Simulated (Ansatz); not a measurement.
A series of calculations on C2H7Al

Part 1: Relaxation

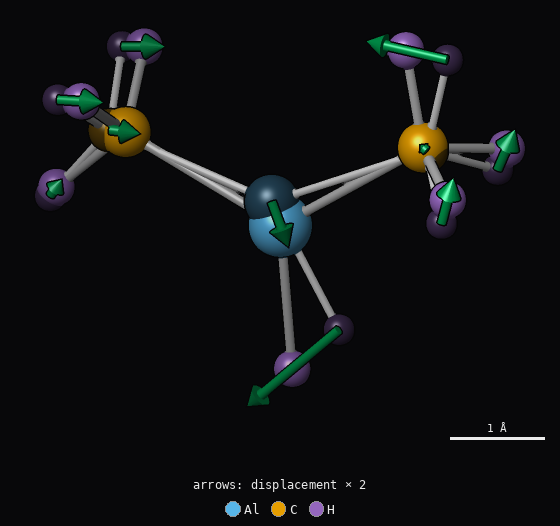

This is a relaxation of C2H7Al. The starting structure is drawn faded, the final one solid; green arrows show the displacements, magnified 2 times. The two geometries are superimposed by the best rigid fit.

A ball-and-stick model, seen at a tilt.

The run prepares an end point of a later path (reaction) calculation, from a guessed geometry.

Level of theory: RKS PBE0-D4/6-31G* in Ansatz.

Input file:
```yaml
crystal:
  periodic: [false, false, false]
  atoms:
    - { symbol: Al, position_ang: [0.243439, 0.021539, -0.025293] }
    - { symbol: C, position_ang: [0.982217, -0.02581, 1.775626] }
    - { symbol: H, position_ang: [0.427134, -0.139341, 2.713828] }
    - { symbol: H, position_ang: [1.738528, -0.821627, 1.725217] }
    - { symbol: H, position_ang: [1.555496, 0.91119, 1.832739] }
    - { symbol: H, position_ang: [1.732709, 0.150243, -0.462385] }
    - { symbol: C, position_ang: [-1.499897, -0.017484, -0.914154] }
    - { symbol: H, position_ang: [-2.025275, -0.95878, -0.707465] }
    - { symbol: H, position_ang: [-2.144774, 0.786351, -0.536607] }
    - { symbol: H, position_ang: [-1.425478, 0.093718, -2.001206] }
basis:
  gaussian: { orbitals: "6-31G*" }
hamiltonian:
  xc: pbe0
  dispersion: d4
relax:
  f_tol: 0.03
  max_steps: 50
```

Command:
```bash
ansatz run input.yaml --threads 1 --pin off --max-ram 2048MiB --backend cpu --events-out ev --progress --plain --runs-dir out
```

### Which element moves most?

Hydrogen: up to 0.74 Å, against 0.28 Å for aluminium.

### What happened in the run?

After 6 geometry steps the energy has fallen by 56.4 kJ/mol. Largest force component: 1.6 eV/Å at the start, 0.014 eV/Å at the end. The atom that moves furthest after the best rigid fit is H6 (0.74 Å). Largest moves by element: H 0.74 Å, Al 0.28 Å, C 0.19 Å. Near-neighbour distances that change, for instance: Al1–H6 1.557 → 1.604 Å, Al1–C2 1.947 → 1.964 Å, Al1–C7 1.957 → 1.964 Å. Bond angles that change, for instance: C2–Al1–H6 84.2° → 118.4°, C2–Al1–C7 139.2° → 121.7°, H6–Al1–C7 136.5° → 120.0°.

Part 2: Relaxation

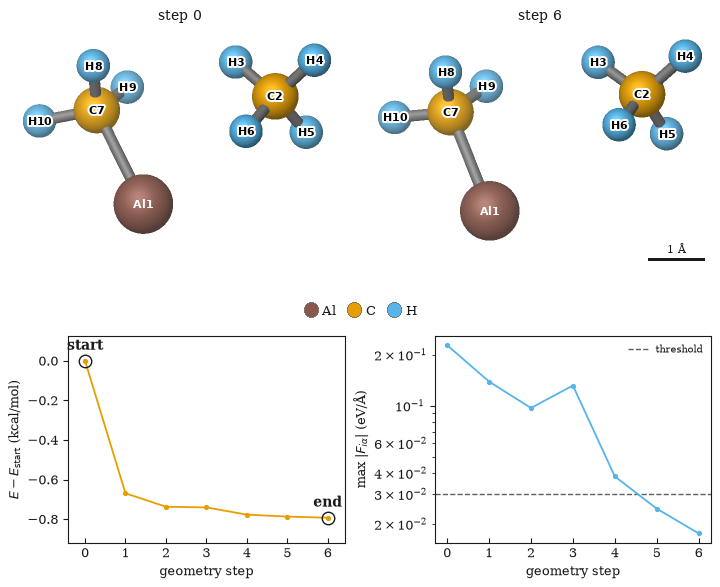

First and last geometry of a relaxation of C$_{2}$H$_{7}$Al, with the history of the run. Style: ball-and-stick. Shown at a tilt.

The run prepares an end point of a later path (reaction) calculation, from a guessed geometry.

Method: Ansatz, RKS PBE0-D4/6-31G*.

Input file:
```yaml
crystal:
  periodic: [false, false, false]
  atoms:
    - { symbol: Al, position_ang: [0.300524, 0.833177, -1.355036] }
    - { symbol: C, position_ang: [1.222171, -0.065039, 1.546304] }
    - { symbol: H, position_ang: [0.15904, -0.305485, 1.477029] }
    - { symbol: H, position_ang: [1.651394, -0.575235, 2.41346] }
    - { symbol: H, position_ang: [1.357901, 1.013954, 1.659712] }
    - { symbol: H, position_ang: [1.752737, -0.40445, 0.641596] }
    - { symbol: C, position_ang: [-1.441601, -0.001361, -0.820001] }
    - { symbol: H, position_ang: [-1.341244, -1.039431, -0.471105] }
    - { symbol: H, position_ang: [-1.940755, 0.561611, -0.016794] }
    - { symbol: H, position_ang: [-2.136067, -0.017741, -1.674865] }
basis:
  gaussian: { orbitals: "6-31G*" }
hamiltonian:
  xc: pbe0
  dispersion: d4
relax:
  f_tol: 0.03
  max_steps: 50
```

Launched with:
```bash
ansatz run input.yaml --threads 1 --pin off --max-ram 2048MiB --backend cpu --events-out ev --progress --plain --runs-dir out
```

> Read the history and describe the run.

It converged. H6 moves most after the best rigid fit: 0.32 Å. Largest moves by element: H 0.32 Å, Al 0.31 Å, C 0.15 Å. Near-neighbour distances that change, for instance: C2–H6 1.102 → 1.094 Å. After 6 geometry steps the energy has fallen by 0.79 kcal/mol. Largest force component: 0.23 eV/Å at the start, 0.018 eV/Å at the end.

Limits of the set-up: the start holds two separate molecules, 2.6 Å apart at their closest, whose relative position is a soft coordinate.

Part 3: Path

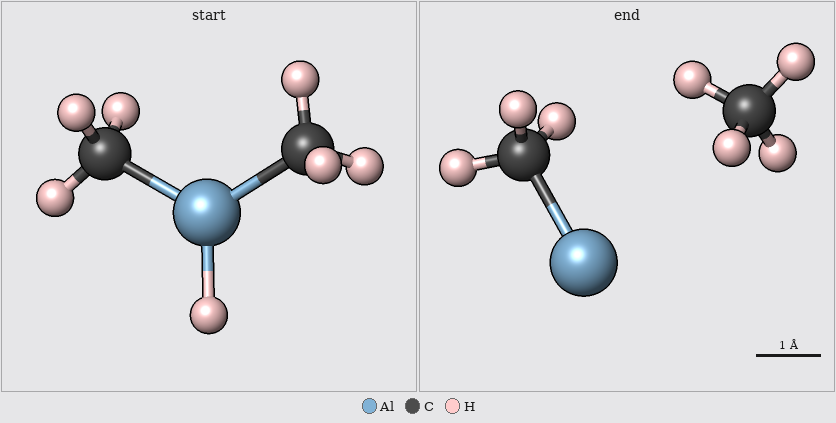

The two relaxed end points of a path for C2H7Al. Style: ball-and-stick. Shown at a tilt.

Method: RKS PBE0-D4/6-31G* (Ansatz 0.2.0).

Run with 9 movable images; climbing image; force threshold 0.03 eV/Å; iteration limit 60.

Start:
```xyz
10

Al    0.4895    0.0624   -0.1478
C     0.9274   -0.0202    1.7644
H     0.0492   -0.1315    2.4097
H     1.6040   -0.8591    1.9774
H     1.4609    0.8848    2.0858
H     1.6932    0.1886   -1.2006
C    -1.3673   -0.0156   -0.7845
H    -1.8403   -0.9661   -0.5020
H    -1.9810    0.7734   -0.3297
H    -1.4515    0.0833   -1.8723
```

End:
```xyz
10

Al    0.1382    1.0170   -1.5461
C     1.3215   -0.1862    1.6395
H     0.2740   -0.4456    1.4641
H     1.6463   -0.6207    2.5890
H     1.4315    0.9007    1.6843
H     1.9437   -0.5824    0.8316
C    -1.5328    0.1179   -0.9114
H    -1.3763   -0.9510   -0.6994
H    -1.9262    0.5724    0.0110
H    -2.3359    0.1781   -1.6622
```

### Predict the minimum-energy path and its barrier.

The energy climbs by 3.13 eV to image 4 and then falls by 2.24 eV, so the end point sits at +0.90 eV. Breaking: Al1–C2 (1.96 → 2.25 at the top → 3.60 Å), Al1–H6 (1.60 → 1.59 at the top → 3.39 Å). Forming: C2–H6 (3.07 → 1.72 at the top → 1.09 Å). The band converged in 18 iterations. The largest component of the band force went from 5.8 to 0.028 eV/Å. The climbing image converged on the top of the path. Its vibrational analysis gives one imaginary mode (1287i cm⁻¹), as a transition state must have.

Energies of the converged images:

```csv
image,path (Å),E (eV)
0,0.00,0.000
1,0.85,0.003
2,1.70,0.067
3,2.55,0.949
4,3.40,3.134
5,3.96,1.659
6,4.53,0.977
7,5.09,0.902
8,5.65,0.898
9,6.21,0.898
10,6.77,0.898
```

The geometry at the top of the path:

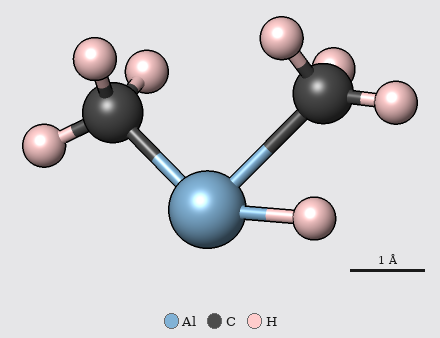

Cost: 5.6 min on 1 thread of Arm Neoverse V2, on a shared host, peak memory 0.13 GiB.
